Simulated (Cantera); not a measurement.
Input: 1 mol SiCl4, 0.035 mol C2H2, 11 mol H2, held at 0.250 bar.

Equilibrium computed with Cantera from the NASA thermochemical tables; the gas is ideal and each condensed phase is pure. Candidate condensed phases: C, C6H6, C7H8, C8H18, Si, SiC; 109 gas species. The tables' values for SiCl3, SiCl are old estimates; treat these amounts as uncertain. Gases not in the tables: Si2H6 and higher silanes. Rates play no part.

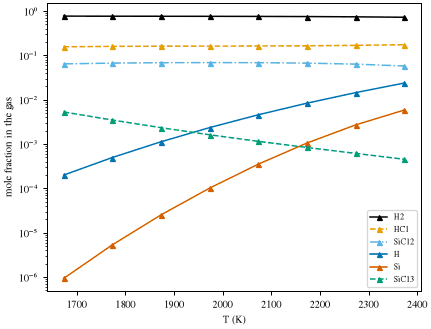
*Equilibrium gas composition (values under 1e-9 drawn at 1e-9)*

Problem. Read off the mole fractions at 2073 K.

Solution. H2 about 0.76, HCl about 0.16, SiCl2 about 0.069, H about 0.0046, SiCl3 about 0.0012, Si about 0.00035.
